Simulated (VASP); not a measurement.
Energy against volume of CdS (zinc blende). Calculation: PBE GGA, VASP's PBE PAW potentials (set 64) (plane waves; VASP 6.6.1).

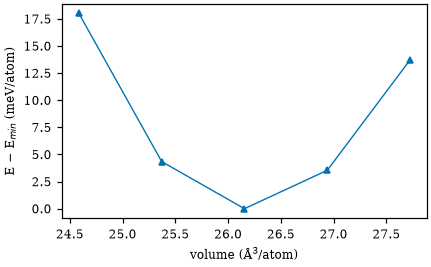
*Energy against volume*

Question: Estimate the equilibrium volume and the bulk modulus.

Answer: The minimum lies near 26.2 Å³/atom, and the curvature gives B0 of about 53 GPa.

Measured: a 5.832 Å (computed value off by +1.8 %), as given by arXiv:1206.3780. The calculation is for a static lattice, while the measured a holds thermal and zero-point effects, which are part of the difference.

The compound is CdS in the zinc blende structure, a metastable form; wurtzite is the usual one. It was relaxed first, which changed the volume by +6 %.
